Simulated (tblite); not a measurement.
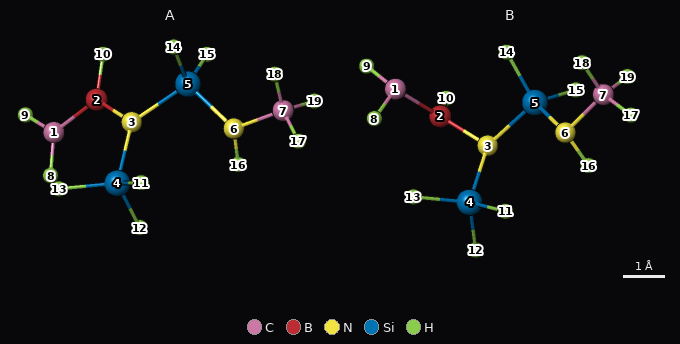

Two geometries of C₂H₁₂BN₂Si₂ (multiplicity 2), drawn at one scale. One is the start of a relaxation, the other its converged end. Style: ball-and-stick. Shown at a tilt.

Level of theory: GFN2-xTB geometry optimisation, gas phase in tblite. 

Question: Which of the two is the end point?

Answer: Structure A is the relaxed one. The atom that moves furthest after the best rigid fit is H8 (2.31 Å). Largest moves by element: H 2.31 Å, C 1.62 Å, N 1.02 Å, Si 0.82 Å, B 0.58 Å. Some distances before and after: B2–N3 1.524 → 1.433 Å, C1–B2 1.588 → 1.504 Å, Si5–N6 1.788 → 1.715 Å, C1–H9 1.119 → 1.080 Å. Bond angles that change, for instance: B2–C1–H9 109.6° → 122.7°, Si5–N6–C7 109.8° → 121.8°, B2–C1–H8 112.4° → 123.9°. After 239 geometry steps the energy has fallen by 38.0 kcal/mol. The run took 2.1 s on 1 thread of Arm Neoverse V1, with other jobs on the host.
